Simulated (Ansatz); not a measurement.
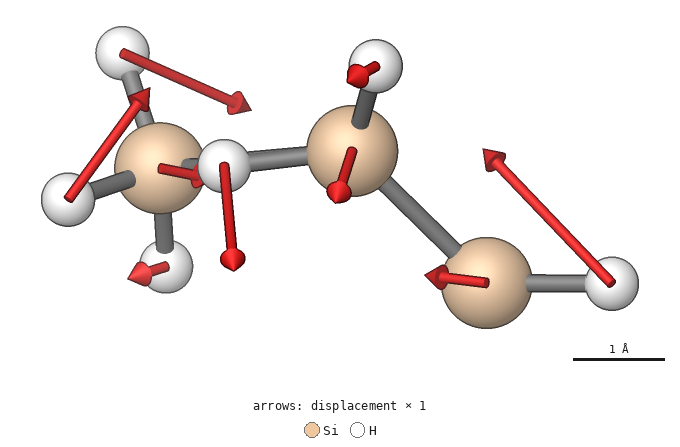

A relaxation of Si$_{3}$H$_{6}$. The starting structure is drawn; red arrows show the displacements, at their true length. The two geometries are superimposed by the best rigid fit.

A ball-and-stick model, seen from a free direction.

It is one of the separated reactants of a reaction.

Theory: Ansatz, RKS PBE-D4/def2-SVP.

The input:
```yaml
crystal:
  periodic: [false, false, false]
  atoms:
    - {symbol: Si, position_ang: [-1.180569, 1.059092, -1.391471]}
    - {symbol: Si, position_ang: [0.266015, 0.885538, 0.171755]}
    - {symbol: Si, position_ang: [0.782217, -1.213119, 0.995124]}
    - {symbol: H, position_ang: [1.093769, -0.229778, 0.467209]}
    - {symbol: H, position_ang: [-1.578202, 2.337075, -2.024387]}
    - {symbol: H, position_ang: [1.104476, 2.060587, 0.511568]}
    - {symbol: H, position_ang: [2.169560, -1.615674, 0.641630]}
    - {symbol: H, position_ang: [-0.182307, -2.165391, 0.386477]}
    - {symbol: H, position_ang: [0.648435, -1.254572, 2.475749]}
basis:
  gaussian: {orbitals: def2-SVP}
hamiltonian: {xc: pbe, dispersion: d4}
relax: {f_tol: 0.03, max_steps: 250}
```

Command:
```bash
ansatz run in.yaml --threads 2 --pin off --events-out ev --progress --plain --max-ram 4352MiB
```

Question: Atoms of which element are displaced furthest, and by how much?

Answer: Hydrogen: up to 2.34 Å, against 1.10 Å for silicon.

Question: What did the optimiser do to the structure, and how much energy did it gain?

Answer: H5 moves most after the best rigid fit: 2.34 Å. By element the largest moves are H 2.34 Å, Si 1.10 Å. Among the contacts that change: Si3–H4 1.159 → 3.071 Å, Si1–Si3 3.836 → 2.534 Å, Si2–Si3 2.313 → 2.574 Å, Si1–Si2 2.137 → 2.257 Å. Bonds break: Si3–H4 (1.16 → 3.07 Å). Among the angles between lasting bonds that change: Si3–Si2–H4 23.5° → 93.8°, Si1–Si2–Si3 119.0° → 62.9°, Si2–Si1–H5 124.4° → 85.8°. Over 35 accepted moves (37 points after the start) the energy falls by 5.855 eV. Largest force component: 12 eV/Å at the start, 0.012 eV/Å at the end. The line search rejected the trial steps at points 14, 36 of the run.
